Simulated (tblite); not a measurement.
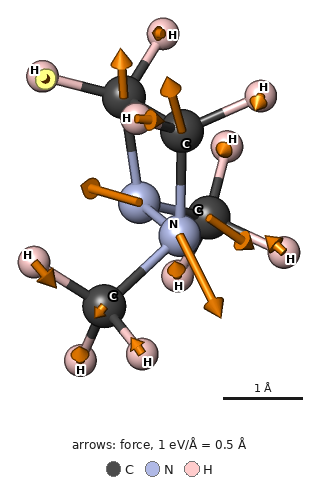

Starting geometry of C₄H₁₀N₂ with the computed forces as orange arrows. The picture is a ball-and-stick view, seen from a free direction.

Theory: GFN2-xTB geometry optimisation, gas phase (tblite 0.8.0). 

Question: What follows when this structure is relaxed?

Answer: It isn't relaxed: the largest force vector, on an N atom, is 2.66 eV/Å. The final displacements have little in common with the starting forces (cosine between the two patterns 0.12). The atom that moves furthest after the best rigid fit is an H atom (1.00 Å). Largest moves by element: H 1.00 Å, C 0.41 Å, N 0.20 Å. Among the contacts that change: N–N 1.401 → 1.473 Å, C–N 1.432 → 1.469 Å, C–H 1.124 → 1.095 Å, C–H 1.106 → 1.089 Å. Among the angles between lasting bonds that change: C–C–H 108.6° → 117.3°, N–C–H 115.5° → 108.1°, C–C–H 111.2° → 117.4°. Groups turn about C–N by about 50°, C–N by about 25°, C–N by about 25°. Over 87 geometry steps the energy falls by 12.8 kcal/mol.
